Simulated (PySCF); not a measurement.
SMILES [OH][Ga]([F])[F] (HF2GaO) at its PBE0/def2-SVP optimised geometry (Å):

```
5

Ga     0.0634    -0.0182     0.0000
F     -0.7350     1.5268     0.0000
F      1.7945    -0.0182     0.0000
O     -0.8396    -1.5268    -0.0012
H     -1.7945    -1.3939    -0.0025
```

Computed with PBE0/def2-TZVP run with PySCF. Cells within 0.4 Å of a nucleus heavier than hydrogen are left out (blank, or x).

Map of the electron localisation function on the plane z = 0.0 Å:

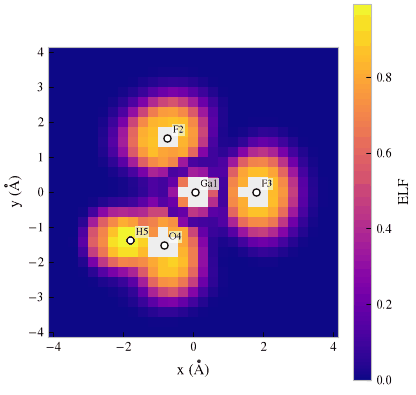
Fig. 1. Electron localisation function on the plane z = 0.0 Å.
